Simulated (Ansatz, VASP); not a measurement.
# CdSnSe2 in two plane-wave programs, part 2 of 2

Aim: how closely do two programs agree when they are given the same cell, functional and k mesh? The cell is invented: As first built, before any earlier steps moved the atoms (in the runner's words): it takes the SnPbSe2 structure with some of its atoms replaced by other elements, volume scaled by an estimate. It may not be a known or stable phase. The cell is taken from a series of VASP runs on this material, whose earlier steps may have relaxed, scaled or displaced it; both programs get it as it stands. Other levels of theory on this material are compared in a session of their own. Valence electrons are named where the data sets of a main pair hold unlike numbers.

VASP 6.6.1 and Ansatz 0.2.0.

So far. Step 2 (VASP: band structure, r2SCAN with D4): The run ends at a pressure of -0.03 GPa, with forces up to 7.4e-4 eV/Å.

**3. Ansatz: band structure, r2SCAN with D4**

Level of this step: Ansatz beside VASP: Kohn-Sham DFT, plane waves, r2SCAN with D4 (Ansatz).

Ansatz runs on its default PAW (the set named soft_2) files.

The same cell, functional, mesh and smearing now go to Ansatz, which takes its cutoff from its data sets.

input.yaml

```yaml
crystal:
  lattice:
    - [2.0751276433, 1.1980758745, 6.6666542373]
    - [-2.0751276433, 1.1980758745, 6.6666542373]
    - [0.0, -2.39615079, 6.6666542425]
  atoms:
    - { symbol: Sn, position: [0.5, 0.5, 0.5] }
    - { symbol: Cd, position: [0.0, 0.0, 0.0] }
    - { symbol: Se, position: [0.7444954559, 0.7444954559, 0.7444954559] }
    - { symbol: Se, position: [0.2555045441, 0.2555045441, 0.2555045441] }
hamiltonian:
  xc: r2scan
  pseudopotentials: { kind: paw }
  dispersion: d4
kpoints:
  mp_grid: { grid: [6, 6, 6] }
  band_path:
    path:
      - [0.0, 0.0, 0.0]
      - [0.13333, 0.0, 0.0]
      - [0.3, 0.0, 0.0]
      - [0.46667, 0.0, 0.0]
      - [0.5, 0.0, 0.0]
      - [0.5, 0.03764, -0.03764]
      - [0.5, 0.10037, -0.10037]
      - [0.5, 0.1631, -0.1631]
      - [0.77023, 0.5, 0.22977]
      - [0.66629, 0.5, 0.33371]
      - [0.56236, 0.5, 0.43764]
      - [0.54157, 0.5, 0.45843]
      - [0.46667, 0.46667, 0.46667]
      - [0.3, 0.3, 0.3]
      - [0.13333, 0.13333, 0.13333]
      - [0.0, 0.0, 0.0]
      - [0.1147, 0.0, -0.1147]
      - [0.20646, 0.0, -0.20646]
      - [0.32116, 0.0, -0.32116]
      - [0.62472, 0.37528, 0.0]
      - [0.57275, 0.42725, 0.0]
      - [0.52079, 0.47921, 0.0]
      - [0.52079, 0.52079, 0.02509]
      - [0.57275, 0.57275, 0.08783]
      - [0.62472, 0.62472, 0.15056]
      - [0.64551, 0.64551, 0.20898]
      - [0.59354, 0.59354, 0.31292]
      - [0.54157, 0.54157, 0.41685]
      - [0.5, 0.0, 0.0]
      - [0.60393, 0.1147, 0.1147]
      - [0.70787, 0.2294, 0.2294]
      - [0.8118, 0.3441, 0.3441]
    npoints: 1
scf:
  occupations: { method: fermi_dirac, width: 0.05 }
  n_extra_bands: 8
output:
  forces: true
  stress: true
  eigenvalues: true
  write_density: true
  write_potential: true
  elf: true
  volumetric_format: npy
```

Run with:

```console
$ ansatz run input.yaml --threads 2 --pin off --max-ram 4608MiB --backend cpu --events-out ev --progress --plain --runs-dir out
```

Numbers of over 12 decimals in the logs are rounded to 6 here.

Output:

```text
Warning: crystal.lattice misses the space group found at crystal.symmetry.tolerance 1.0e-5 in a digit that the deck types, which is why this is a warning: making the lattice exact moves one of its numbers by a whole unit of that number's last typed decimal, or more. The operation that it misses by the most changes a squared length by the fraction 1.10e-7. The run uses the lattice that is a stretch of the typed one, w [...]
basis.fft_grid_basis auto: the FFT boxes are laid along the combinations [[1, -1, 0], [0, 1, 0], [0, -1, 1]] of the cell's own vectors, 4.150, 7.084 and 4.150 Å long. The dense box has 32×54×32 points. Along the cell's own vectors, as sized, it would have 54×54×54, 2.85 times as many. Of the 12 symmetry operations that the crystal satisfies within crystal.symmetry.tolerance (time reversal apart; of a slab, those that [...]
scf.n_extra_bands = 8 over 33 filled bands (N_el = 66.0): the run solves 41 bands
Engine: ansatz 0.2.0, aarch64-unknown-linux-gnu
Pseudopotentials: kind: paw
Pseudopotential: Sn, paw, valence charge 14, recommended cutoff 500 eV (meta_gga), Sn.paw.azcp
Pseudopotential: Cd, paw, valence charge 20, recommended cutoff 500 eV (meta_gga), Cd.paw.azcp
Pseudopotential: Se, paw, valence charge 16, recommended cutoff 500 eV (meta_gga), Se.paw.azcp
Functional definition: r2SCAN
  parameter k0 = 0.174
  parameter k1 = 0.065
  parameter a1 = 4.9479
  exchange = r2scan_x(k0 = k0, k1 = k1, a1 = a1)
  correlation = r2scan_c
Crystal: 4 atoms, lattice volume = 99.446 Å³
Basis set: ecut = 500 eV, 2491 PW (Γ), FFT grids on a1−a2, a2, −a2+a3, exchange–correlation on 128×216×128 points (64 copies of the dense FFT grid, shifted against one another)
Bands: 41, of which v1, the nominal top of the filled ones, is band 33 counted from 1 (32 counted from 0)
Symmetry: 12 space group operations
Space group: R-3m (ITA 166), of the structure as read, at distance tolerance 4.6e-5 Å
k-points: 32 of 216
Non-local potential: Sn, projectors of the file, l = 0: 2, l = 1: 2, l = 2: 2, l = 3: 2
Non-local potential: Cd, projectors of the file, l = 0: 3, l = 1: 2, l = 2: 2, l = 3: 1
Non-local potential: Se, projectors of the file, l = 0: 2, l = 1: 2, l = 2: 3, l = 3: 1
PAW form: soft (Blöchl's): semilocal exchange-correlation on the pseudo side does not see the compensation charge
PAW frozen core: Sn, regenerated for the run's functional (the file was generated under x = pbe(κ = 0.804, μ = 0.219515), c = pbe(β = 0.066725))
PAW frozen core: Cd, regenerated for the run's functional (the file was generated under x = pbe(κ = 0.804, μ = 0.219515), c = pbe(β = 0.066725))
PAW frozen core: Se, regenerated for the run's functional (the file was generated under x = pbe(κ = 0.804, μ = 0.219515), c = pbe(β = 0.066725))
PAW one-centre angular grid: Sn, 590 points (default); XC on 249 of its mesh's 2787 points in the sphere
PAW one-centre angular grid: Cd, 590 points (default); XC on 160 Gauss nodes
PAW one-centre angular grid: Se, 590 points (default); XC on 160 Gauss nodes
Initial density: superposition of atomic densities (neutral atoms: chi_scale 0, normalization atom), corrected by the library's trained network
Initial wavefunctions: pseudopotential atomic-orbital guess
Functional: x = r2scan, c = r2scan; τ floored in thin density (d = 2e-4 eV/Å³)
SCF iter   1: F=—  HF=-25265.688295 eV  |F-HF|=—  |Δ(HF+E_count)|=         —  Δρ=6.23e-3  dr2=4.44e-2  dr2_τ=1.78e-2  ethr=1.77e-3  ⟨swp⟩=6.7  Hψ=5071  notcnv=0  defer=3
preconditioner: auto → Resta (q_TF=auto, 2.548 Å⁻¹)  ε∞=3.1  [insulator: Δε(μ)=0.162 eV  Ē_g=15.848 eV  σ=0.050 eV  W_gap=0.66  n_scr=28 (ndim 8)  ℏωp=23.0 eV  f_vac=0.023  D(μ)=0.12/eV (n_scr^D=0)  ε∞_Penn≈3.1]
SCF iter   2: F=—  HF=-25265.704378 eV  |F-HF|=—  |Δ(HF+E_count)|=   1.61e-2  Δρ=3.18e-3  dr2=8.85e-3  dr2_τ=7.96e-4  ethr=6.73e-5  ⟨swp⟩=2.9  Hψ=2665  notcnv=0  defer=69
SCF iter   3: F=—  HF=-25265.705308 eV  |F-HF|=—  |Δ(HF+E_count)|=   9.30e-4  Δρ=1.06e-3  dr2=9.81e-4  dr2_τ=6.89e-5  ethr=1.34e-5  ⟨swp⟩=2.6  Hψ=2032  notcnv=0  defer=69
SCF iter   4: F=—  HF=-25265.705587 eV  |F-HF|=—  |Δ(HF+E_count)|=   2.79e-4  Δρ=2.59e-4  dr2=4.38e-5  dr2_τ=2.10e-6  ethr=1.49e-6  ⟨swp⟩=2.0  Hψ=1691  notcnv=0  defer=69
SCF iter   5: F=—  HF=-25265.705611 eV  |F-HF|=—  |Δ(HF+E_count)|=   2.42e-5  Δρ=4.97e-5  dr2=2.12e-6  dr2_τ=1.24e-7  ethr=6.64e-8  ⟨swp⟩=2.0  Hψ=2222  notcnv=0  defer=69
SCF iter   6: F=—  HF=-25265.705612 eV  |F-HF|=—  |Δ(HF+E_count)|=   1.37e-6  Δρ=1.48e-5  dr2=1.42e-7  dr2_τ=1.35e-8  ethr=3.22e-9  ⟨swp⟩=2.0  Hψ=1722  notcnv=0  defer=69
SCF iter   7: F=-25265.705612 eV  HF=-25265.705612 eV  |F-HF|=5.46e-9  |Δ(HF+E_count)|=   6.49e-8  Δρ=4.08e-6  dr2=1.54e-8  dr2_τ=4.95e-10  ethr=1.52e-10  ⟨swp⟩=12.9  Hψ=8852  notcnv=0
SCF 1 converged in 7 iterations: F = -25265.705612 eV  dr2 = 1.54e-8
  greatest PAW one-centre occupation: 1.002 electrons in one spin orbital (limit 2), on the Cd atom at site 1 (counted from 0), in its partial waves of l = 1
NSCF: frozen V_eff on 32 k-points
SCF converged after 7 iterations
Free energy (F): -25265.705612 eV
Harris-Foulkes:  -25265.705612 eV  (|F-HF|=5.46e-9)
Internal energy: -25265.704256 eV  (E = F + TS)
E sigma→0 (E₀):  -25265.704934 eV
Entropy (-TS):   -0.001356 eV (-0.339 meV/atom)
Fermi energy:    10.315271 eV
--- Per-component energies (eV) ---
  E_band       = -1325.069092
  E_kinetic    = 928.626409
  E_local      = -9054.486592  (includes V_loc(G=0)·N_el)
  E_nonlocal   = -1189.009579
  E_hartree    = 4512.038477
  E_xc         = -741.485872
  E_vxc        = -563.252064  (∫ρ·V_xc dr)
  E_paw        = -12111.400040  (= ΣΔE_a)
  E_vpaw       = -504.968851  (= ΣTr[D̂ρ^β])
  E_aug_tail   = -0.000416  (compensation charges beyond the density's cutoff)
  E_vtau       = 33.937297  (kinetic-family band-sum trace: ∫τ·v_τ [+ j·A + Jᵃ·Aᵃ] dr)
  E_ewald      = -7606.074588
  E_disp       = -0.553063  (pairwise vdW)
  E_core_change = -3.358991  (= ΣΔE_core)
  E_smearing   = -0.001356  (= −TS)
  E_closure    = 0.000000  (closes the sum)
  Σ components = -25265.705612   (vs F -25265.705612, Δ=0.00e0)
--- Forces (eV/Å), atoms counted from 1 ---
  atom   1  Sn    -0.00000000     0.00000000     0.00000000
  atom   2  Cd    -0.00000000    -0.00000000     0.00000000
  atom   3  Se    -0.00000000    -0.00000000    -0.01883634
  atom   4  Se     0.00000000     0.00000000     0.01883634
  max |Σ_I F_I| component: 8.62e-29 eV/Å
--- Stress (GPa, compression-positive) ---
        0.037350       0.000000       0.000000
        0.000000       0.037350       0.000000
        0.000000       0.000000       0.120591
  P = ⅓ Tr σ = 0.0651 GPa (0.651 kbar)
--- Band table (eV; the first three rows and the last of 32) ---
  k-point 0: bands = [... 29 lower, 8.0893, 8.0893, 8.5386, 8.5386, 11.4600, 12.5836, 12.5836, 13.6577, ... 4 higher]
  k-point 1: bands = [... 29 lower, 7.9028, 8.0894, 8.1501, 9.6759, 11.3366, 12.7165, 13.1525, 14.5539, ... 4 higher]
  k-point 2: bands = [... 29 lower, 7.5378, 7.5856, 7.6813, 9.2719, 11.1346, 13.1645, 13.8562, 14.6536, ... 4 higher]
  k-point 31: bands = [... 29 lower, 8.2354, 8.3125, 8.3125, 10.2625, 10.8999, 13.1979, 13.1979, 14.2217, ... 4 higher]
```

It took 12 s on 2 threads of Arm Neoverse V2, shared host; peak memory 0.69 GiB.

In the SCF lines HF is the Harris–Foulkes energy and dr2 the Hartree energy of the density residual, in eV; the loop may stop once dr2 is under the threshold and the program's other checks hold. Hψ counts applications of the Hamiltonian.

**4. Comparison**

Known differences besides the potentials themselves: VASP keeps PBE cores, Ansatz makes them for the functional; the data sets hold 66 valence electrons in Ansatz (on its default PAW (the set named soft_2) files) and 38 in VASP; the cutoff is 500 eV in Ansatz and 400 eV in VASP. Total energies have different zeros and are not compared.

The two programs side by side:

```csv
quantity,Ansatz,VASP,difference
pressure (GPa),0.07,-0.03,+0.10
gap over the path points (eV),0.060,0.052,+0.009
```

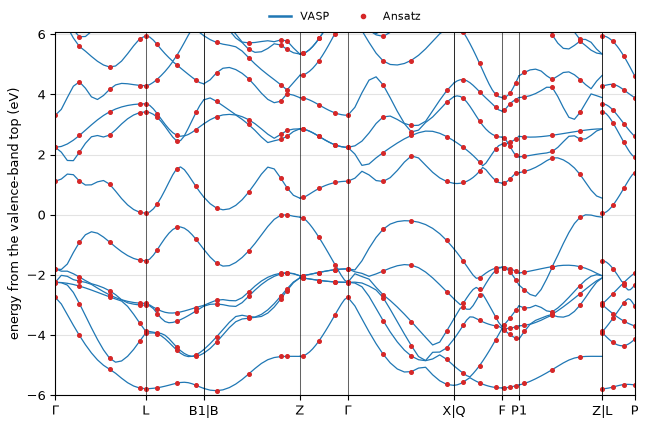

Bands from VASP (lines) and levels from Ansatz (dots). Dots without a line are higher empty bands that the VASP plot leaves out.

Levels at points of the path, from each program's valence-band top (eV; 4 filled, then empty):

```csv
k (reciprocal lattice),Ansatz,VASP
0.000 0.000 0.000,-2.25 -2.25 -1.80 -1.80 1.12 2.24 2.24,-2.25 -2.24 -1.80 -1.80 1.11 2.24 2.24
0.133 0.000 0.000,-2.38 -2.21 -2.07 -0.92 1.13 2.08 2.64,-2.37 -2.21 -2.07 -0.91 1.12 2.08 2.64
0.300 0.000 0.000,-2.73 -2.66 -2.53 -0.90 1.03 2.65 3.42,-2.73 -2.66 -2.52 -0.90 1.02 2.65 3.42
0.467 0.000 0.000,-3.60 -3.00 -2.94 -1.51 0.09 3.40 3.69,-3.60 -3.00 -2.94 -1.51 0.08 3.39 3.68
0.500 0.000 0.000,-3.87 -3.01 -2.95 -1.53 0.06 3.42 3.69,-3.87 -3.01 -2.95 -1.53 0.05 3.42 3.69
0.500 0.038 -0.038,-3.93 -3.28 -3.14 -1.16 0.37 3.24 3.36,-3.93 -3.28 -3.14 -1.16 0.37 3.24 3.36
0.500 0.100 -0.100,-4.39 -3.54 -3.25 -0.42 1.53 2.46 2.65,-4.39 -3.54 -3.25 -0.42 1.53 2.46 2.65
0.500 0.163 -0.163,-4.66 -3.20 -3.09 -0.81 0.95 2.83 3.40,-4.66 -3.20 -3.08 -0.81 0.94 2.83 3.40
0.770 0.500 0.230,-4.06 -2.97 -2.84 -1.60 0.23 3.26 3.77,-4.06 -2.97 -2.84 -1.61 0.22 3.26 3.77
0.666 0.500 0.334,-3.38 -2.71 -2.57 -1.21 0.76 3.00 3.16,-3.38 -2.71 -2.57 -1.21 0.75 3.00 3.16
```

At this near-relaxed geometry the largest component of a force difference is 18 meV/Å. Among the levels compared at these points, filled levels agree within 8 meV and empty ones within 10 meV. Ansatz's pressure holds a Pulay correction of 0.03 GPa; VASP's holds none.

**5. What came out**

```yaml
largest_difference_of_a_filled_level_at_the_path_points_band_structure_r2scan_with_d4: 8 meV
r_m_s_force_difference_band_structure_r2scan_with_d4: 7.4 meV/Å
```

The r.m.s. force difference is 7.4 meV/Å (band structure, r2SCAN with D4), within the 12 meV/Å picked in this series as the mark of a large difference. The data sets hold unlike numbers of valence electrons (66 in Ansatz and 38 in VASP), so part of the differences comes from the potentials. 4 further runs of this series are not shown here. How closely two codes agree says nothing of how well the functional describes the real material.

[Lines on the potential files, build, host, timing and source positions are cut from VASP's logs without a mark.]

[Logs are printed without paths, hosts, clocks, repeated set-up lines and the standing remarks that a program may print on its own settings, such as how far it seeks lower states.]

[Hosts, paths, dates, database ids (printed as entryN), source tags and the programs' standing remarks are cut or masked in the printed files.]
